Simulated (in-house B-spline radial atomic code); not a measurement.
# Zn⁵⁺: a fraction of an electron removed from 3d

How does the B3LYP energy of Zn⁵⁺ change when part of an electron is removed from 3d?

Method: non-relativistic B3LYP, spin-polarised, spherical fractional occupations, point nucleus, basis-set limit. Code: in-house B-spline radial atomic code version 1.

## Step 1: Starting point

| Quantity | Value |
| --- | --- |
| element | zinc (Z = 30) |
| charge | +5 |
| electrons | 25 |
| configuration | [Ar] 3d7 |
| Hamiltonian | non-relativistic |
| nucleus | point |

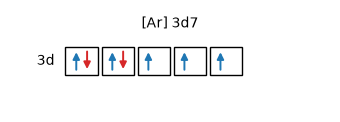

The shells outside the core, filled by Hund's rule for the drawing.

Where spins are not typed, each open shell is filled with up spins first.

## Step 2: The start, at fraction 0

Settings, as recorded:

```ini
Z = 30
electrons = 25.0
configuration = [Ar] 3d7
hamiltonian = nr
method = b3lyp
spin_polarised = True
```

From the run's result record (rounded, not every field):

```text
{
  "status": "converged",
  "scf [iteration, energy, orbital gradient]": [
    [1, -1749.88936615, 0.987],
    [2, -1762.27912517, 0.806],
    [3, -1770.95183578, 0.169],
    [4, -1771.50428016, 0.0313],
    [5, -1771.51257205, 0.0203],
    [6, -1771.52010119, 0.00174],
    [7, -1771.52012928, 6.26e-05],
    [8, -1771.52012933, 3.16e-06],
    [9, -1771.52012933, 3.17e-07],
    [10, -1771.52012933, 7.79e-09]
  ],
  "energy [hartree]": {"total": -1771.52012933, "kinetic": 1770.26822744, "nuclear": -4155.57111621, "coulomb": 682.007651686, "exact_exchange": -13.2859865216, "xc": -54.93890572},
  "orbitals [hartree, bohr; first row names the columns]": [
    ["name", "occ", "eps", "<r>", "<r^2>", "<1/r>", "r_max", "density_at_nucleus", "spin_orbit_zeta"],
    ["1s up", 1.0, -350.73301, 0.05111, 0.0035003, 29.505, 0.033716, 8319.8, "-"],
    ["1s down", 1.0, -350.73251, 0.05111, 0.0035002, 29.505, 0.033716, 8319.9, "-"],
    ["2s up", 1.0, -45.811703, 0.22976, 0.062198, 6.4356, 0.19254, 786.41, "-"],
    ["2s down", 1.0, -45.706596, 0.22943, 0.062008, 6.4453, 0.1924, 788.79, "-"],
    ["2p up", 3.0, -40.773277, 0.19983, 0.048898, 6.3966, 0.15356, "-", 0.56265],
    ["2p down", 3.0, -40.687853, 0.19945, 0.048688, 6.4059, 0.15342, "-", 0.56446],
    ["3s up", 1.0, -8.2611632, 0.67319, 0.52067, 2.1031, 0.59065, 122.15, "-"],
    ["3s down", 1.0, -8.0690776, 0.67603, 0.52529, 2.0912, 0.59164, 120.45, "-"],
    ["3p up", 3.0, -6.6314498, 0.68797, 0.55332, 1.9925, 0.58708, "-", 0.077627],
    ["3p down", 3.0, -6.4255584, 0.69247, 0.56103, 1.9773, 0.58863, "-", 0.076128],
    ["3d up", 5.0, -3.834026, 0.72613, 0.64812, 1.7408, 0.53659, "-", 0.0067865],
    ["3d down", 2.0, -3.5288399, 0.746, 0.68847, 1.7064, 0.54357, "-", 0.0065031]
  ],
  "sum_r [bohr^k]": {"-1": 138.519, "1": 12.3724, "2": 9.430515},
  "density_at_nucleus [bohr^-3]": 18457.47,
  "spin_density_at_nucleus [bohr^-3]": -0.75123,
  "mass_velocity [hartree]": -62.34739,
  "darwin [hartree]": 46.31737
}
```

Run time: 0.33 s. Hardware: 1 thread, shared host.

## Step 3: 0.11 electron removed from 3d

Settings, as recorded:

```ini
Z = 30
electrons = 24.89
configuration = [Ar] 3d6.89
hamiltonian = nr
method = b3lyp
spin_polarised = True
```

Result record:

```text
{
  "status": "converged",
  "iterations": 9,
  "energy [hartree]": {"total": -1771.1266313, "kinetic": 1769.88015872, "nuclear": -4152.0260157, "coulomb": 679.146442409, "exact_exchange": -13.2704154009, "xc": -54.8568013339},
  "orbitals [hartree, bohr; first row names the columns]": [
    ["name", "occ", "eps", "<r>"],
    ["1s up", 1.0, -350.85269, 0.05111],
    ["1s down", 1.0, -350.85217, 0.05111],
    ["2s up", 1.0, -45.936957, 0.22976],
    ["2s down", 1.0, -45.827205, 0.22942],
    ["2p up", 3.0, -40.897902, 0.19983],
    ["2p down", 3.0, -40.808706, 0.19943],
    ["3s up", 1.0, -8.3735614, 0.67233],
    ["3s down", 1.0, -8.1734723, 0.67528],
    ["3p up", 3.0, -6.7429825, 0.68668],
    ["3p down", 3.0, -6.5285, 0.69133],
    ["3d up", 5.0, -3.944114, 0.72237],
    ["3d down", 1.89, -3.6258028, 0.74246]
  ],
  "sum_r [bohr^k]": {"-1": 138.4009, "1": 12.25594, "2": 9.287269},
  "energy_minus_base [hartree]": 0.393498029
}
```

Run time: 0.17 s. Hardware: 1 thread, shared host.

energy_minus_base is the energy less that of the reference run.

## Step 4: 0.25 electron removed from 3d

Settings, as recorded:

```ini
Z = 30
electrons = 24.75
configuration = [Ar] 3d6.75
hamiltonian = nr
method = b3lyp
spin_polarised = True
```

Result record:

```text
{
  "status": "converged",
  "iterations": 9,
  "energy [hartree]": {"total": -1770.61031482, "kinetic": 1769.37083215, "nuclear": -4147.46360612, "coulomb": 675.485296533, "exact_exchange": -13.2512737953, "xc": -54.7515635835},
  "orbitals [hartree, bohr; first row names the columns]": [
    ["name", "occ", "eps", "<r>"],
    ["1s up", 1.0, -351.00673, 0.05111],
    ["1s down", 1.0, -351.00618, 0.05111],
    ["2s up", 1.0, -46.098169, 0.22976],
    ["2s down", 1.0, -45.982412, 0.2294],
    ["2p up", 3.0, -41.058315, 0.19984],
    ["2p down", 3.0, -40.964243, 0.19942],
    ["3s up", 1.0, -8.517804, 0.67122],
    ["3s down", 1.0, -8.3074204, 0.6743],
    ["3p up", 3.0, -6.8861324, 0.68503],
    ["3p down", 3.0, -6.660598, 0.68987],
    ["3d up", 5.0, -4.0855802, 0.71769],
    ["3d down", 1.75, -3.7503599, 0.73804]
  ],
  "sum_r [bohr^k]": {"-1": 138.2488, "1": 12.1094, "2": 9.109143},
  "energy_minus_base [hartree]": 0.90981451
}
```

It took 0.17 s on 1 thread, shared host.

## Step 5: 0.37 electron removed from 3d

Settings, as recorded:

```ini
Z = 30
electrons = 24.63
configuration = [Ar] 3d6.63
hamiltonian = nr
method = b3lyp
spin_polarised = True
```

Result record:

```text
{
  "status": "converged",
  "iterations": 9,
  "energy [hartree]": {"total": -1770.15381435, "kinetic": 1768.92041076, "nuclear": -4143.50830869, "coulomb": 672.3303001, "exact_exchange": -13.2354874495, "xc": -54.6607290712},
  "orbitals [hartree, bohr; first row names the columns]": [
    ["name", "occ", "eps", "<r>"],
    ["1s up", 1.0, -351.1403, 0.051111],
    ["1s down", 1.0, -351.13972, 0.05111],
    ["2s up", 1.0, -46.237943, 0.22976],
    ["2s down", 1.0, -46.11695, 0.22939],
    ["2p up", 3.0, -41.197403, 0.19985],
    ["2p down", 3.0, -41.099082, 0.19941],
    ["3s up", 1.0, -8.6424865, 0.67025],
    ["3s down", 1.0, -8.4231817, 0.67346],
    ["3p up", 3.0, -7.0098874, 0.68361],
    ["3p down", 3.0, -6.7747743, 0.68862],
    ["3d up", 5.0, -4.2080321, 0.71376],
    ["3d down", 1.63, -3.8581358, 0.73432]
  ],
  "sum_r [bohr^k]": {"-1": 138.1169, "1": 11.98525, "2": 8.960039},
  "energy_minus_base [hartree]": 1.36631498
}
```

It took 0.17 s on 1 thread, shared host.

## Step 6: 0.43 electron removed from 3d

Settings, as recorded:

```ini
Z = 30
electrons = 24.57
configuration = [Ar] 3d6.57
hamiltonian = nr
method = b3lyp
spin_polarised = True
```

Result record:

```text
{
  "status": "converged",
  "iterations": 9,
  "energy [hartree]": {"total": -1769.92070029, "kinetic": 1768.69036693, "nuclear": -4141.51528612, "coulomb": 670.747135567, "exact_exchange": -13.2278144204, "xc": -54.6151022525},
  "orbitals [hartree, bohr; first row names the columns]": [
    ["name", "occ", "eps", "<r>"],
    ["1s up", 1.0, -351.20761, 0.051111],
    ["1s down", 1.0, -351.20702, 0.05111],
    ["2s up", 1.0, -46.308376, 0.22977],
    ["2s down", 1.0, -46.184735, 0.22938],
    ["2p up", 3.0, -41.267495, 0.19985],
    ["2p down", 3.0, -41.167025, 0.1994],
    ["3s up", 1.0, -8.7051855, 0.66977],
    ["3s down", 1.0, -8.4813862, 0.67303],
    ["3p up", 3.0, -7.0721261, 0.68289],
    ["3p down", 3.0, -6.8321869, 0.68799],
    ["3d up", 5.0, -4.2696685, 0.71182],
    ["3d down", 1.57, -3.9123707, 0.73249]
  ],
  "sum_r [bohr^k]": {"-1": 138.0505, "1": 11.92367, "2": 8.886681},
  "energy_minus_base [hartree]": 1.59942904
}
```

Run time: 0.17 s. Hardware: 1 thread, shared host.

## Step 7: 0.5 electron removed from 3d

Settings, as recorded:

```ini
Z = 30
electrons = 24.5
configuration = [Ar] 3d6.5
hamiltonian = nr
method = b3lyp
spin_polarised = True
```

Result record:

```text
{
  "status": "converged",
  "iterations": 9,
  "energy [hartree]": {"total": -1769.6446114, "kinetic": 1768.41788604, "nuclear": -4139.17719379, "coulomb": 668.895447944, "exact_exchange": -13.2190514701, "xc": -54.5617001299},
  "orbitals [hartree, bohr; first row names the columns]": [
    ["name", "occ", "eps", "<r>"],
    ["1s up", 1.0, -351.28657, 0.051111],
    ["1s down", 1.0, -351.28597, 0.05111],
    ["2s up", 1.0, -46.391008, 0.22977],
    ["2s down", 1.0, -46.264252, 0.22937],
    ["2p up", 3.0, -41.349728, 0.19985],
    ["2p down", 3.0, -41.24673, 0.19939],
    ["3s up", 1.0, -8.778633, 0.6692],
    ["3s down", 1.0, -8.5495615, 0.67254],
    ["3p up", 3.0, -7.1450398, 0.68206],
    ["3p down", 3.0, -6.8994389, 0.68725],
    ["3d up", 5.0, -4.3419213, 0.70958],
    ["3d down", 1.5, -3.9759349, 0.73037]
  ],
  "sum_r [bohr^k]": {"-1": 137.9726, "1": 11.85223, "2": 8.802076},
  "energy_minus_base [hartree]": 1.87551793
}
```

It took 0.17 s on 1 thread, shared host.

## Step 8: 0.55 electron removed from 3d

Settings, as recorded:

```ini
Z = 30
electrons = 24.45
configuration = [Ar] 3d6.45
hamiltonian = nr
method = b3lyp
spin_polarised = True
```

Result record:

```text
{
  "status": "converged",
  "iterations": 9,
  "energy [hartree]": {"total": -1769.44467547, "kinetic": 1768.22054458, "nuclear": -4137.4986481, "coulomb": 667.569792271, "exact_exchange": -13.2129183912, "xc": -54.5234458364},
  "orbitals [hartree, bohr; first row names the columns]": [
    ["name", "occ", "eps", "<r>"],
    ["1s up", 1.0, -351.34326, 0.051111],
    ["1s down", 1.0, -351.34265, 0.05111],
    ["2s up", 1.0, -46.450331, 0.22977],
    ["2s down", 1.0, -46.321333, 0.22937],
    ["2p up", 3.0, -41.408767, 0.19985],
    ["2p down", 3.0, -41.30395, 0.19938],
    ["3s up", 1.0, -8.8312911, 0.66879],
    ["3s down", 1.0, -8.5984348, 0.67218],
    ["3p up", 3.0, -7.197319, 0.68146],
    ["3p down", 3.0, -6.9476534, 0.68673],
    ["3d up", 5.0, -4.393756, 0.708],
    ["3d down", 1.45, -4.0215282, 0.72887]
  ],
  "sum_r [bohr^k]": {"-1": 137.9166, "1": 11.80147, "2": 8.742277},
  "energy_minus_base [hartree]": 2.07545386
}
```

It took 0.17 s on 1 thread, shared host.

## Step 9: 0.69 electron removed from 3d

Settings, as recorded:

```ini
Z = 30
electrons = 24.31
configuration = [Ar] 3d6.31
hamiltonian = nr
method = b3lyp
spin_polarised = True
```

Result record:

```text
{
  "status": "converged",
  "iterations": 9,
  "energy [hartree]": {"total": -1768.87268098, "kinetic": 1767.6558922, "nuclear": -4132.76128454, "coulomb": 663.844890537, "exact_exchange": -13.1963153367, "xc": -54.4158638429},
  "orbitals [hartree, bohr; first row names the columns]": [
    ["name", "occ", "eps", "<r>"],
    ["1s up", 1.0, -351.50329, 0.051111],
    ["1s down", 1.0, -351.50264, 0.05111],
    ["2s up", 1.0, -46.617766, 0.22977],
    ["2s down", 1.0, -46.482413, 0.22935],
    ["2p up", 3.0, -41.575409, 0.19986],
    ["2p down", 3.0, -41.465435, 0.19937],
    ["3s up", 1.0, -8.9795934, 0.66764],
    ["3s down", 1.0, -8.7360549, 0.67117],
    ["3p up", 3.0, -7.3445704, 0.67979],
    ["3p down", 3.0, -7.0834319, 0.68525],
    ["3d up", 5.0, -4.539887, 0.70363],
    ["3d down", 1.31, -4.1500262, 0.72472]
  ],
  "sum_r [bohr^k]": {"-1": 137.7587, "1": 11.66048, "2": 8.577569},
  "energy_minus_base [hartree]": 2.64744835
}
```

Wall time 0.17 s (1 thread, shared host).

## Step 10: 0.86 electron removed from 3d

Settings, as recorded:

```ini
Z = 30
electrons = 24.14
configuration = [Ar] 3d6.14
hamiltonian = nr
method = b3lyp
spin_polarised = True
```

Result record:

```text
{
  "status": "converged",
  "iterations": 9,
  "energy [hartree]": {"total": -1768.15379957, "kinetic": 1766.94608236, "nuclear": -4126.93502333, "coulomb": 659.296796794, "exact_exchange": -13.1773105371, "xc": -54.2843448613},
  "orbitals [hartree, bohr; first row names the columns]": [
    ["name", "occ", "eps", "<r>"],
    ["1s up", 1.0, -351.70012, 0.051111],
    ["1s down", 1.0, -351.69943, 0.051111],
    ["2s up", 1.0, -46.823696, 0.22977],
    ["2s down", 1.0, -46.680471, 0.22933],
    ["2p up", 3.0, -41.780379, 0.19986],
    ["2p down", 3.0, -41.664019, 0.19935],
    ["3s up", 1.0, -9.1613559, 0.66623],
    ["3s down", 1.0, -8.9046776, 0.66993],
    ["3p up", 3.0, -7.5250798, 0.67775],
    ["3p down", 3.0, -7.2498267, 0.68344],
    ["3d up", 5.0, -4.7192842, 0.69845],
    ["3d down", 1.14, -4.3076998, 0.71979]
  ],
  "sum_r [bohr^k]": {"-1": 137.5645, "1": 11.4915, "2": 8.382775},
  "energy_minus_base [hartree]": 3.36632976
}
```

Run time: 0.17 s. Hardware: 1 thread, shared host.

## Step 11: 0.9 electron removed from 3d

Settings, as recorded:

```ini
Z = 30
electrons = 24.1
configuration = [Ar] 3d6.1
hamiltonian = nr
method = b3lyp
spin_polarised = True
```

Result record:

```text
{
  "status": "converged",
  "iterations": 9,
  "energy [hartree]": {"total": -1767.98074473, "kinetic": 1766.77518733, "nuclear": -4125.55244649, "coulomb": 658.222807435, "exact_exchange": -13.1730273137, "xc": -54.2532656883},
  "orbitals [hartree, bohr; first row names the columns]": [
    ["name", "occ", "eps", "<r>"],
    ["1s up", 1.0, -351.74683, 0.051112],
    ["1s down", 1.0, -351.74613, 0.051111],
    ["2s up", 1.0, -46.872564, 0.22977],
    ["2s down", 1.0, -46.727462, 0.22933],
    ["2p up", 3.0, -41.829022, 0.19987],
    ["2p down", 3.0, -41.71114, 0.19934],
    ["3s up", 1.0, -9.2043883, 0.66589],
    ["3s down", 1.0, -8.9445912, 0.66964],
    ["3p up", 3.0, -7.5678213, 0.67727],
    ["3p down", 3.0, -7.2892177, 0.68302],
    ["3d up", 5.0, -4.761804, 0.69725],
    ["3d down", 1.1, -4.3450582, 0.71864]
  ],
  "sum_r [bohr^k]": {"-1": 137.5184, "1": 11.45209, "2": 8.337741},
  "energy_minus_base [hartree]": 3.5393846
}
```

Wall time 0.17 s (1 thread, shared host).

## Step 12: 1 electron removed from 3d

Settings, as recorded:

```ini
Z = 30
electrons = 24.0
configuration = [Ar] 3d6
hamiltonian = nr
method = b3lyp
spin_polarised = True
```

Result record:

```text
{
  "status": "converged",
  "iterations": 9,
  "energy [hartree]": {"total": -1767.54155279, "kinetic": 1766.34143764, "nuclear": -4122.07660798, "coulomb": 655.5316131, "exact_exchange": -13.162639566, "xc": -54.1753559879},
  "orbitals [hartree, bohr; first row names the columns]": [
    ["name", "occ", "eps", "<r>"],
    ["1s up", 1.0, -351.86428, 0.051112],
    ["1s down", 1.0, -351.86355, 0.051111],
    ["2s up", 1.0, -46.99542, 0.22977],
    ["2s down", 1.0, -46.845583, 0.22931],
    ["2p up", 3.0, -41.951318, 0.19987],
    ["2p down", 3.0, -41.829595, 0.19933],
    ["3s up", 1.0, -9.3124059, 0.66505],
    ["3s down", 1.0, -9.0447665, 0.6689],
    ["3p up", 3.0, -7.6751186, 0.67607],
    ["3p down", 3.0, -7.3880896, 0.68195],
    ["3d up", 5.0, -4.8686144, 0.69428],
    ["3d down", 1.0, -4.4388819, 0.71581]
  ],
  "sum_r [bohr^k]": {"-1": 137.4026, "1": 11.35411, "2": 8.226449},
  "energy_minus_base [hartree]": 3.97857654
}
```

Wall time 0.17 s (1 thread, shared host).

## Step 13: Results

| fraction | energy change (eV) | less the straight line (eV) | level 3d down (eV) | sum of <r²> (bohr²) |
| --- | --- | --- | --- | --- |
| 0 | 0.0000 | 0.0000 | -96.025 | 9.4305 |
| 0.11 | 10.7076 | -1.2013 | -98.663 | 9.2873 |
| 0.25 | 24.7573 | -2.3083 | -102.05 | 9.1091 |
| 0.37 | 37.1793 | -2.8778 | -104.99 | 8.9600 |
| 0.43 | 43.5227 | -3.0302 | -106.46 | 8.8867 |
| 0.5 | 51.0354 | -3.0958 | -108.19 | 8.8021 |
| 0.55 | 56.4760 | -3.0684 | -109.43 | 8.7423 |
| 0.69 | 72.0407 | -2.6604 | -112.93 | 8.5776 |
| 0.86 | 91.6025 | -1.5033 | -117.22 | 8.3828 |
| 0.9 | 96.3116 | -1.1248 | -118.24 | 8.3377 |
| 1 | 108.2626 | 0.0000 | -120.79 | 8.2264 |

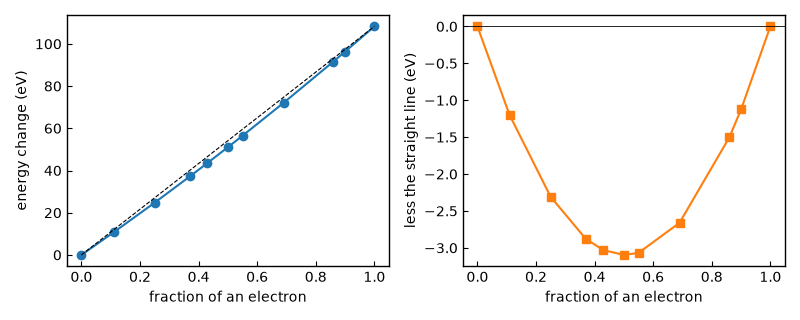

Energy against the fraction, with the straight line between the ends (left), and the difference from it (right).

What this shows: From fraction 0 to 1 the energy changes by 108.263 eV. It sags under the straight line by up to 3.10 eV (at 0.5); exact theory is straight between whole electron numbers, so this convex bend is an error (delocalisation) that favours fractional charges. Slater's transition state, the slope from the orbital energy at fraction 0.5 (Janak's theorem), gives 108.191 eV for the whole step. The tabulated ionisation energy is 108 ± 1 eV (semi-empirical; NIST Atomic Spectra Database), so the whole step is off by +0.26 eV, and minus the highest level at fraction 0 (96.025 eV) by -11.98 eV. Open shells are averaged (over orientations, and over spins where the run is restricted), while tables refer to the lowest levels. Here exact exchange is taken at spherical fractional occupations, which leaves self-interaction in open p, d and f shells; that spoils the energies somewhat, at whole numbers too.
